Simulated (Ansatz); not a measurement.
**C2H4BClO: from a rough start to a minimum**

What shape does C2H4BClO take? The plan is to relax it, then compute its harmonic vibrations to see whether it is a minimum and to get the zero-point energy and entropy, and look at its orbitals and charge.

Program: Ansatz 0.2.0, Gaussian basis. Level of theory: RKS PBE0-D4/def2-TZVP. These are calculated values, not measurements.

Levels to be run: relaxation at PBE-D4/def2-SVP; relaxation at PBE0-D4/def2-TZVP; harmonic vibrations at the same level; a single point in def2-TZVPP for the fields.

**1. The system as given**

SMILES `OB1CC1Cl`, 9 atoms, charge 0, spin multiplicity 1.

Atoms are counted from 1 here; the program's logs count them from 0.

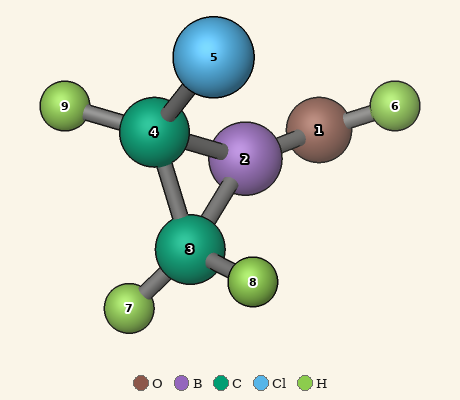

As it starts; oxygen brown, boron purple, carbon teal, chlorine blue, hydrogen green; atoms are numbered from 1 in the order of the file.

Coordinates:

```xyz
9

O    -1.5645    0.7968   -1.2202
B    -0.6192    0.1809   -0.3955
C     0.5312   -0.8858   -0.1528
C     0.2432   -0.0257    0.9905
Cl    1.2934    1.2922    1.3339
H    -1.1311    1.6222   -1.6376
H     0.2209   -1.9311   -0.1054
H     1.5447   -0.6054   -0.6701
H    -0.4302   -0.4904    1.8401
```

The start is a force-field geometry with small random shifts, so a cheaper pass at PBE-D4/def2-SVP comes first.

**2. Geometry optimisation, PBE-D4/def2-SVP (cheap first pass)**

in.yaml

```yaml
crystal:
  periodic: [false, false, false]
  atoms:
    - {symbol: O, position_ang: [-1.564500, 0.796800, -1.220200]}
    - {symbol: B, position_ang: [-0.619200, 0.180900, -0.395500]}
    - {symbol: C, position_ang: [0.531200, -0.885800, -0.152800]}
    - {symbol: C, position_ang: [0.243200, -0.025700, 0.990500]}
    - {symbol: Cl, position_ang: [1.293400, 1.292200, 1.333900]}
    - {symbol: H, position_ang: [-1.131100, 1.622200, -1.637600]}
    - {symbol: H, position_ang: [0.220900, -1.931100, -0.105400]}
    - {symbol: H, position_ang: [1.544700, -0.605400, -0.670100]}
    - {symbol: H, position_ang: [-0.430200, -0.490400, 1.840100]}
basis:
  gaussian: {orbitals: def2-SVP}
hamiltonian: {xc: pbe, dispersion: d4}
relax: {f_tol: 0.03, max_steps: 200}
```

Launch:

```console
> ansatz run in.yaml --threads 2 --pin off --events-out ev --progress --plain --max-ram 4352MiB
```

The program printed, shortened:

```text
Functional definition: PBE
  name "PBE"
  cite "Perdew, Burke & Ernzerhof, Phys. Rev. Lett. 77, 3865 (1996) doi:10.1103/PhysRevLett.77.3865"
  parent pbe
[...]
1040 factors; their error is unknown
[...]
mean field -17365.03464660 eV, -638.1532528192 hartree, gradient 2.4e-5 eV, S^2 0.000000; 0 other end points of the search recorded, 0 dependent functions left out
[...]
reference -17365.03467689 eV, -638.1532539325 hartree; 23, 23 occupied and 71, 71 virtual orbitals, 1040 factors
relax step   1: F+E_penalty+E_count = -17365.21075287 eV  Δ(F+E_penalty+E_count) = +0.000e0 eV  max|allowed force component| = 4.694e0 eV/Å  Δτ_max = 0.0000 Å  (29 SCF iters, accepted)
[...]
relax step   3: F+E_penalty+E_count = -17366.28316941 eV  Δ(F+E_penalty+E_count) = -3.766e-1 eV  max|allowed force component| = 1.090e0 eV/Å  Δτ_max = 0.1983 Å  (37 SCF iters, accepted)
[...]
relax step   5: F+E_penalty+E_count = -17366.56669781 eV  Δ(F+E_penalty+E_count) = -1.088e-1 eV  max|allowed force component| = 8.215e-1 eV/Å  Δτ_max = 0.1980 Å  (37 SCF iters, accepted)
[...]
relax step   7: F+E_penalty+E_count = -17366.59055495 eV  Δ(F+E_penalty+E_count) = -1.562e-2 eV  max|allowed force component| = 1.106e-1 eV/Å  Δτ_max = 0.0225 Å  (32 SCF iters, accepted)
[...]
relax step   9: F+E_penalty+E_count = -17366.59218922 eV  Δ(F+E_penalty+E_count) = -7.556e-4 eV  max|allowed force component| = 7.059e-2 eV/Å  Δτ_max = 0.0130 Å  (32 SCF iters, accepted)
[...]
relax step  10: F+E_penalty+E_count = -17366.59265599 eV  Δ(F+E_penalty+E_count) = -4.668e-4 eV  max|allowed force component| = 5.003e-2 eV/Å  Δτ_max = 0.0148 Å  (31 SCF iters, accepted)
[...]
relax step  11: F+E_penalty+E_count = -17366.59291608 eV  Δ(F+E_penalty+E_count) = -2.601e-4 eV  max|allowed force component| = 1.833e-2 eV/Å  Δτ_max = 0.0163 Å  (32 SCF iters, accepted)
1040 factors; their error is unknown
[...]
mean field -17366.41730721 eV, -638.2040646594 hartree, gradient 2.0e-5 eV, S^2 0.000000; 1 other end points of the search recorded, 0 dependent functions left out
[...]
reference -17366.41733889 eV, -638.2040658238 hartree; 23, 23 occupied and 71, 71 virtual orbitals, 1040 factors
Total energy: -17366.59294776 eV, -638.2105193308 hartree
Atom 0 at    -1.174946     0.826798    -1.485244 Å, force    -0.004069     0.001020     0.003723 eV/Å
Atom 1 at    -0.497544     0.161645    -0.532687 Å, force     0.009850    -0.003001    -0.018335 eV/Å
Atom 2 at     0.511587    -0.950776    -0.220479 Å, force    -0.016093    -0.000972     0.007398 eV/Å
Atom 3 at     0.120923     0.102361     0.877053 Å, force    -0.013784     0.002688    -0.001580 eV/Å
Atom 4 at     1.325399     1.317264     1.405419 Å, force     0.006787     0.006178     0.002401 eV/Å
Atom 5 at    -1.564443     1.657862    -1.150492 Å, force     0.003718    -0.004226     0.005372 eV/Å
Atom 6 at     0.274342    -1.998526     0.031090 Å, force     0.000840     0.000341    -0.003750 eV/Å
Atom 7 at     1.510084    -0.843026    -0.685241 Å, force     0.001800     0.002418     0.007938 eV/Å
Atom 8 at    -0.417001    -0.319902     1.743481 Å, force     0.010950    -0.004446    -0.003168 eV/Å
Dipole moment:    -0.342062     0.012990    -0.026770 e Å
```

Run time: 22 s. Hardware: 2 threads of Arm Neoverse V1, shared host.

Relaxation path:

```
step  energy from step 1 (eV)  largest force component (eV/Å)
   1                   0.0000                          4.6943
   2                  -0.6958                          1.5452
   3                  -1.0724                          1.0905
   4                  -1.2471                          1.4284
   5                  -1.3559                          0.8215
   6                  -1.3642                          0.8629
   7                  -1.3798                          0.1106
   8                  -1.3807                          0.0629
   9                  -1.3814                          0.0706
  10                  -1.3819                          0.0500
  11                  -1.3822                          0.0183
```

Distances of close pairs at the start and the end, largest changes first:

```
  bond  before (Å)  after (Å)  change (Å)
 C3–C4       1.459      1.570      +0.111
 B2–C4       1.645      1.541      -0.105
 C4–H9       1.180      1.104      -0.076
C4–Cl5       1.720      1.791      +0.071
 C3–H8       1.172      1.107      -0.065
 B2–C3       1.588      1.534      -0.053
 O1–B2       1.398      1.345      -0.053
 O1–H6       1.021      0.977      -0.044
```

**3. Geometry optimisation, PBE0-D4/def2-TZVP**

in.yaml

```yaml
crystal:
  periodic: [false, false, false]
  atoms:
    - {symbol: O, position_ang: [-1.174946, 0.826798, -1.485244]}
    - {symbol: B, position_ang: [-0.497544, 0.161645, -0.532687]}
    - {symbol: C, position_ang: [0.511587, -0.950776, -0.220479]}
    - {symbol: C, position_ang: [0.120923, 0.102361, 0.877053]}
    - {symbol: Cl, position_ang: [1.325399, 1.317264, 1.405419]}
    - {symbol: H, position_ang: [-1.564443, 1.657862, -1.150492]}
    - {symbol: H, position_ang: [0.274342, -1.998526, 0.031090]}
    - {symbol: H, position_ang: [1.510084, -0.843026, -0.685241]}
    - {symbol: H, position_ang: [-0.417001, -0.319902, 1.743481]}
basis:
  gaussian: {orbitals: def2-TZVP}
hamiltonian: {xc: pbe0, dispersion: d4}
relax: {f_tol: 0.005, max_steps: 150}
```

The command is unchanged.

The program printed, shortened:

```text
Functional definition: PBE0
  name "PBE0"
  cite "Adamo & Barone, J. Chem. Phys. 110, 6158 (1999) doi:10.1063/1.478522"
  cite "Perdew, Burke & Ernzerhof, Phys. Rev. Lett. 77, 3865 (1996) doi:10.1103/PhysRevLett.77.3865"
  parent pbe
[...]
1124 factors; their error is unknown
[...]
mean field -17377.63681004 eV, -638.6163737836 hartree, gradient 3.1e-5 eV, S^2 0.000000; 0 other end points of the search recorded, 0 dependent functions left out
[...]
reference -17377.63683935 eV, -638.6163748609 hartree; 23, 23 occupied and 162, 162 virtual orbitals, 1124 factors
relax step   1: F+E_penalty+E_count = -17377.78448829 eV  Δ(F+E_penalty+E_count) = +0.000e0 eV  max|allowed force component| = 6.590e-1 eV/Å  Δτ_max = 0.0000 Å  (29 SCF iters, accepted)
[...]
Total energy: -17377.82667270 eV, -638.6233511076 hartree
Atom 0 at    -1.173783     0.822709    -1.465586 Å, force     0.000203     0.000589    -0.001215 eV/Å
Atom 1 at    -0.473452     0.167532    -0.537750 Å, force     0.000620    -0.001049     0.000960 eV/Å
Atom 2 at     0.518695    -0.937932    -0.221098 Å, force     0.000506     0.001073    -0.001015 eV/Å
Atom 3 at     0.121828     0.103616     0.868060 Å, force    -0.003877    -0.000306    -0.000577 eV/Å
Atom 4 at     1.320860     1.289435     1.386507 Å, force     0.000495     0.000903    -0.000442 eV/Å
Atom 5 at    -1.581815     1.629998    -1.136803 Å, force     0.000736    -0.000174     0.000983 eV/Å
Atom 6 at     0.247235    -1.962919     0.011558 Å, force    -0.000211     0.000523     0.000566 eV/Å
Atom 7 at     1.518887    -0.851262    -0.640688 Å, force    -0.000858    -0.000475     0.001200 eV/Å
Atom 8 at    -0.410054    -0.307476     1.718701 Å, force     0.002385    -0.001084    -0.000461 eV/Å
Dipole moment:    -0.361297    -0.041174    -0.020930 e Å
```

Wall time 52 s (2 threads of Arm Neoverse V1, shared host).

The steps of the relaxation:

```
step  energy from step 1 (eV)  largest force component (eV/Å)
   1                   0.0000                          0.6590
   2                  -0.0353                          0.2713
   3                  -0.0412                          0.0531
   4                  -0.0416                          0.0387
   5                  -0.0419                          0.0262
   6                  -0.0415                          0.0749
   7                  -0.0420                          0.0098
   8                  -0.0421                          0.0138
   9                  -0.0421                          0.0097
  10                  -0.0422                          0.0039
```

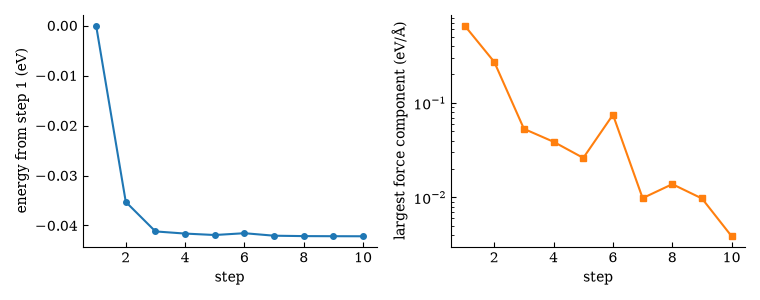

Energy and force, step by step.

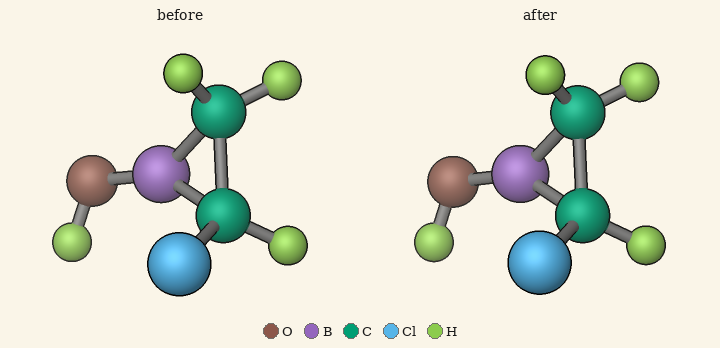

Before and after, at one scale.

Distances of close pairs at the start and the end, largest changes first:

```
  bond  before (Å)  after (Å)  change (Å)
C4–Cl5       1.791      1.764      -0.026
 C4–H9       1.104      1.084      -0.020
 C3–H8       1.107      1.088      -0.019
 C3–H7       1.103      1.086      -0.018
 B2–C3       1.534      1.519      -0.015
 O1–H6       0.977      0.962      -0.015
 B2–C4       1.541      1.528      -0.013
 C3–C4       1.570      1.558      -0.012
```

Mulliken charges of the relaxed molecule (report file):

```
atom  value (e)
  O1      -0.36
  B2       0.17
  C3      -0.33
  C4      -0.11
 Cl5      -0.15
  H6       0.34
  H7       0.14
  H8       0.14
  H9       0.15
```

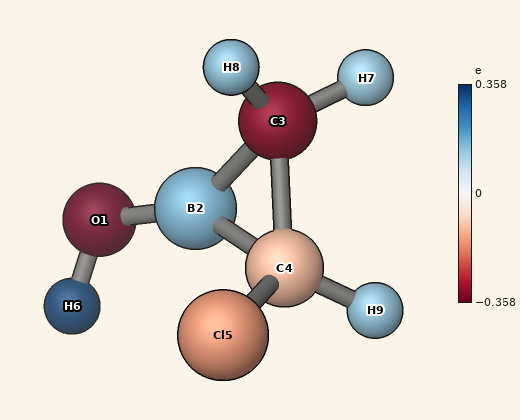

Mulliken charges of the relaxed molecule (report file), as colours on the atoms.

**4. Harmonic vibrations**

in.yaml

```yaml
crystal:
  periodic: [false, false, false]
  atoms:
    - {symbol: O, position_ang: [-1.173783, 0.822709, -1.465586]}
    - {symbol: B, position_ang: [-0.473452, 0.167532, -0.537750]}
    - {symbol: C, position_ang: [0.518695, -0.937932, -0.221098]}
    - {symbol: C, position_ang: [0.121828, 0.103616, 0.868060]}
    - {symbol: Cl, position_ang: [1.320860, 1.289435, 1.386507]}
    - {symbol: H, position_ang: [-1.581815, 1.629998, -1.136803]}
    - {symbol: H, position_ang: [0.247235, -1.962919, 0.011558]}
    - {symbol: H, position_ang: [1.518887, -0.851262, -0.640688]}
    - {symbol: H, position_ang: [-0.410054, -0.307476, 1.718701]}
basis:
  gaussian: {orbitals: def2-TZVP}
hamiltonian: {xc: pbe0, dispersion: d4}
phonons: {temperatures: {t_min: 298.15, t_max: 900, t_step: 200}}
```

Same command.

The program printed, shortened:

```text
Functional definition: PBE0
  name "PBE0"
  cite "Adamo & Barone, J. Chem. Phys. 110, 6158 (1999) doi:10.1063/1.478522"
  cite "Perdew, Burke & Ernzerhof, Phys. Rev. Lett. 77, 3865 (1996) doi:10.1103/PhysRevLett.77.3865"
  parent pbe
[...]
1124 factors; their error is unknown
[...]
mean field -17377.67794235 eV, -638.6178853682 hartree, gradient 3.2e-5 eV, S^2 0.000000; 0 other end points of the search recorded, 0 dependent functions left out
[...]
reference -17377.67797143 eV, -638.6178864369 hartree; 23, 23 occupied and 162, 162 virtual orbitals, 1124 factors
[...]
1124 factors; their error is unknown
mean field -17377.67784479 eV, -638.6178817830 hartree, gradient 1.7e-6 eV, S^2 0.000000; 0 other end points of the search recorded, 0 dependent functions left out
[...]
reference -17377.67787388 eV, -638.6178828519 hartree; 23, 23 occupied and 162, 162 virtual orbitals, 1124 factors
[...]
Atom 1 at    -0.473452     0.167532    -0.537750 Å, force     0.000611    -0.001025     0.000979 eV/Å
Atom 2 at     0.518695    -0.937932    -0.221098 Å, force     0.000531     0.001107    -0.001028 eV/Å
Atom 3 at     0.121828     0.103616     0.868060 Å, force    -0.003895    -0.000318    -0.000591 eV/Å
Atom 4 at     1.320860     1.289435     1.386507 Å, force     0.000511     0.000901    -0.000438 eV/Å
Atom 5 at    -1.581815     1.629998    -1.136803 Å, force     0.000716    -0.000145     0.000977 eV/Å
Atom 6 at     0.247235    -1.962919     0.011558 Å, force    -0.000218     0.000497     0.000569 eV/Å
Atom 7 at     1.518887    -0.851262    -0.640688 Å, force    -0.000885    -0.000468     0.001207 eV/Å
Atom 8 at    -0.410054    -0.307476     1.718701 Å, force     0.002391    -0.001086    -0.000466 eV/Å
Dipole moment:    -0.361298    -0.041174    -0.020930 e Å
Vibrations: 110.14 243.20 325.87 404.82 596.69 657.36 684.20 719.41 909.52 932.19 988.68 1014.50 1073.54 1149.84 1232.69 1383.04 1640.32 3122.79 3175.48 3202.88 3849.38 cm⁻¹, zero-point energy 1.699609 eV
```

Run time: 3.3 min. Hardware: 2 threads of Arm Neoverse V1, shared host.

Motions are named by where the mode's potential energy lies. The modes, unscaled (a negative number is an imaginary wavenumber):

```
mode  cm⁻¹                  motion
   1   110                    bend
   2   243       bend with torsion
   3   326                    bend
   4   405                    bend
   5   597       torsion with bend
   6   657  C–Cl stretch with bend
   7   684       bend with torsion
   8   719                    bend
   9   910                    bend
  10   932                    bend
  11   989   bend with C–C stretch
  12  1015                    bend
  13  1074                    bend
  14  1150                    bend
  15  1233                    bend
  16  1383                    bend
  17  1640     B–O and B–C stretch
  18  3123             C–H stretch
  19  3175             C–H stretch
  20  3203             C–H stretch
  21  3849             O–H stretch
```

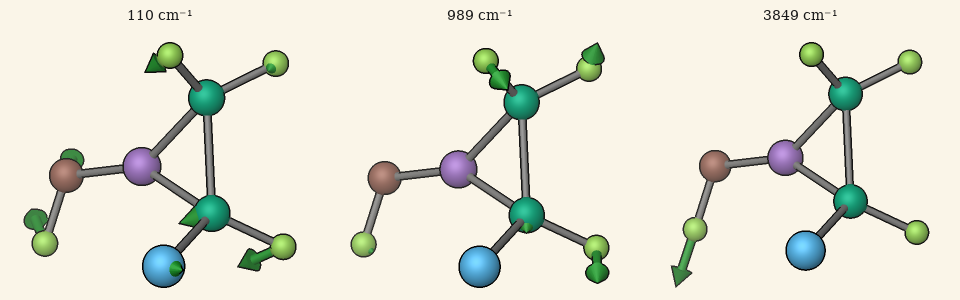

How the atoms move in 3 of the modes.

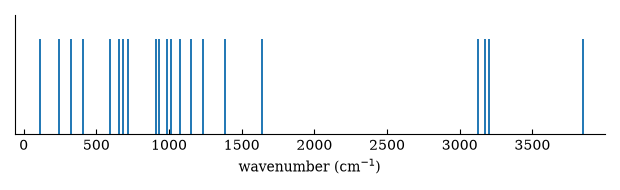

The harmonic wavenumbers as sticks (no intensities were computed).

Ideal gas, rigid rotor and harmonic oscillator at 298.15 K and 1 bar, with symmetry number 1:

```
                term            value
   zero-point energy     164.0 kJ/mol
          H(298) − E     180.9 kJ/mol
entropy, translation  165.0 J/(mol K)
   entropy, rotation  110.8 J/(mol K)
  entropy, vibration   39.0 J/(mol K)
      entropy, total  314.8 J/(mol K)
```

**5. Fields at the relaxed geometry**

in.yaml, as its differences from that of step 4:

```diff
@@ -13,4 +13,4 @@
 basis:
-  gaussian: {orbitals: def2-TZVP}
+  gaussian: {orbitals: def2-TZVPP}
 hamiltonian: {xc: pbe0, dispersion: d4}
-phonons: {temperatures: {t_min: 298.15, t_max: 900, t_step: 200}}
+output: {orbitals: {seedname: orbitals}}
```

Launched as before.

The program printed:

```text
Functional definition: PBE0
  name "PBE0"
  cite "Adamo & Barone, J. Chem. Phys. 110, 6158 (1999) doi:10.1063/1.478522"
  cite "Perdew, Burke & Ernzerhof, Phys. Rev. Lett. 77, 3865 (1996) doi:10.1103/PhysRevLett.77.3865"
  parent pbe
  parameter a = 0.25
  parameter kappa = 0.804
  parameter beta = 0.06672455060314922
  exchange = (1 - a)*pbe_x(kappa = kappa, mu = beta*pi^2/3) + a*exact_x
  correlation = pbe_c(beta = beta)
1241 factors; their error is unknown
mean field evaluation 1: about -17368.4328 eV, gradient 6.8e1 eV
mean field evaluation 2: about -17361.4205 eV, gradient 8.7e1 eV
mean field evaluation 4: about -17377.6933 eV, gradient 3.8e0 eV
mean field evaluation 8: about -17377.7199 eV, gradient 1.0e-1 eV
mean field evaluation 16: about -17377.7477 eV, gradient 1.4e-4 eV
mean field -17377.74774830 eV, -638.6204506896 hartree, gradient 3.1e-5 eV, S^2 0.000000; 0 other end points of the search recorded, 0 dependent functions left out
reference -17377.74777807 eV, -638.6204517837 hartree; 23, 23 occupied and 199, 199 virtual orbitals, 1241 factors
Total energy: -17377.89647808 eV, -638.6259164082 hartree
```

Run time: 4.2 s. Hardware: 2 threads of Arm Neoverse V1, shared host.

The fields below are evaluated on a grid from the run's orbitals.

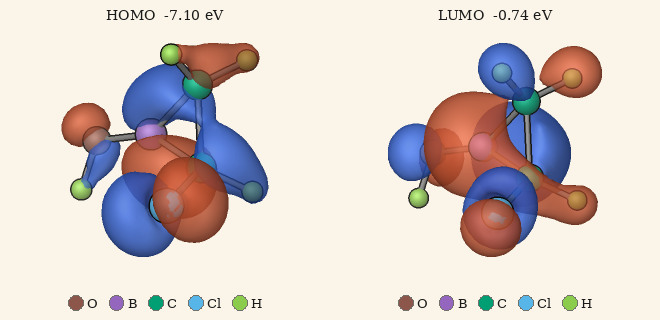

PBE0-D4/def2-TZVPP orbitals near the gap, drawn at the value that encloses 70 % of each; the two colours are the two signs.

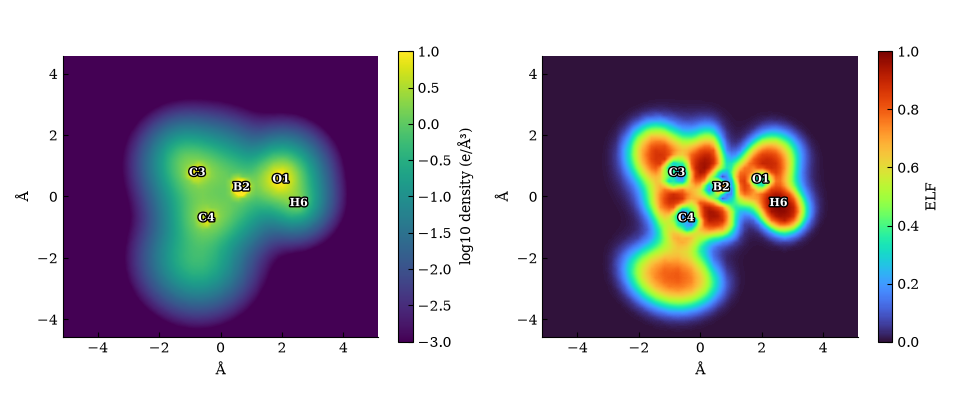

Density (left) and ELF (right) in a plane through or near 5 of the atoms.

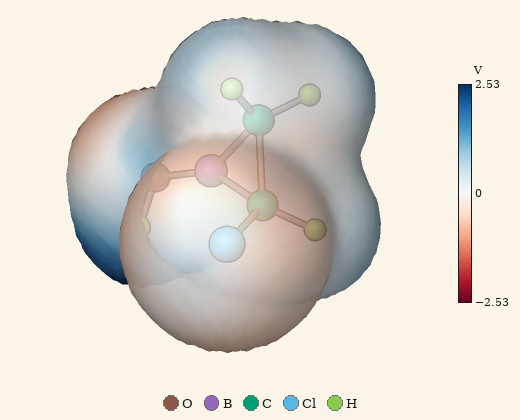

The potential that a unit positive charge feels on the 0.002 e/bohr³ surface, from the 1st to the 99th percentile, from -0.92 V near O1 to 2.53 V near H6.

**6. Results**

```
                  quantity            value
               point group               C1
                     steps          11 + 10
shift from the start (rms)          0.314 Å
              total energy   -17377.8267 eV
           dispersion term         -149 meV
             dipole moment           1.75 D
lowest, highest wavenumber   110, 3849 cm⁻¹
         zero-point energy     164.0 kJ/mol
       entropy at 298.15 K  314.8 J/(mol K)
                HOMO, LUMO  -7.10, -0.74 eV
```

The relaxed geometry lies 0.31 Å (rms) from the start; the bond that changed most is B2–C4, from 1.645 to 1.528 Å. No mode is imaginary: a true minimum at this level. The stiffest mode, 3849 cm⁻¹, is an O–H stretch. Harmonic hybrid wavenumbers usually lie a few per cent above measured fundamentals. The largest Mulliken charge, -0.36 e, sits on O1. The HOMO lies mostly on Cl5 32 %; C4 23 % and the LUMO on B2 43 %; Cl5 14 %.
